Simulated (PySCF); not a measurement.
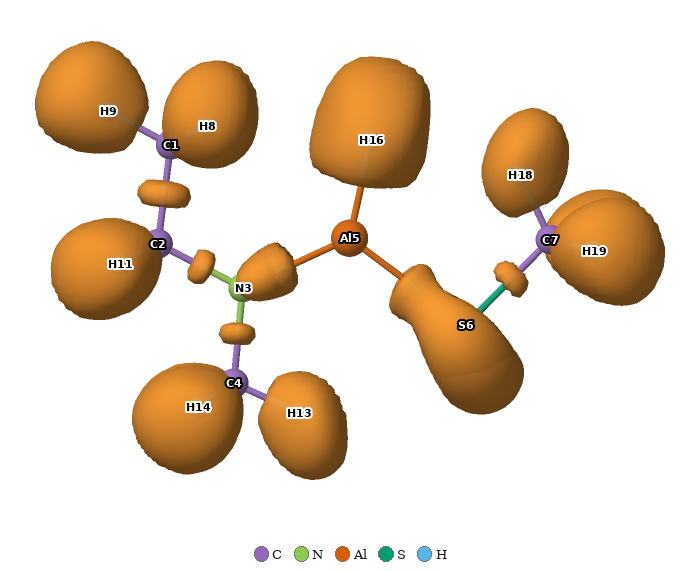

Figure 1: C4H12AlNS (SMILES CC[N](C)[AlH][S]C). Isosurface of the ELF at 0.85 (orange), seen across its widest extent. Core shells and regions of very low density are left out.

Geometry: GFN2-xTB.

All numbers below come from PBE0/def2-SVPD, SCF density, gas phase in PySCF.

Input

```
{"job": {"kind": "uv", "xc": "PBE0", "basis": "def2-SVPD", "nstates": 8, "ntriplets": 3}, "charge": 0, "multiplicity": 1}
C     -2.064747     1.507334     0.152207
C     -2.165983    -0.006320     0.119285
N     -0.840507    -0.597796     0.092860
C     -0.887716    -2.054112     0.042651
Al     0.738558     0.252925     0.114826
S      2.581292    -0.958304     0.034798
C      3.788357     0.418198     0.032093
H     -1.527768     1.819093     1.047843
H     -3.051369     1.964158     0.148510
H     -1.505996     1.853093    -0.717771
H     -2.718570    -0.362446     1.002010
H     -2.733283    -0.321432    -0.769660
H      0.133342    -2.442737     0.017248
H     -1.397802    -2.464102     0.921854
H     -1.417600    -2.400507    -0.852067
H      0.979661     1.767110     0.189658
H      4.339856     0.385819    -0.902499
H      3.273532     1.376671     0.131823
H      4.466938     0.272607     0.866641
```

Run with:

```sh
OMP_NUM_THREADS=1 python probes_run.py task.json out
```

Question: What do the ELF domains correspond to?

Answer: The ELF exceeds this value in one region between bonded C–C atoms (shared pairs), two regions between bonded C–N atoms (shared pairs), one region between bonded C–S atoms (shared pairs), twelve regions around hydrogen nuclei, one lobe of the valence shell of N pointing towards Al and one region on S in which the atom's valence shell and bonds are merged.

Values along the shortest contacts:
C–N (1.45 Å): the ELF peaks at about 0.95 between the atoms, as expected for a covalent bond. C–C (1.52 Å): the ELF peaks at about 0.95 between the atoms, as expected for a covalent bond.
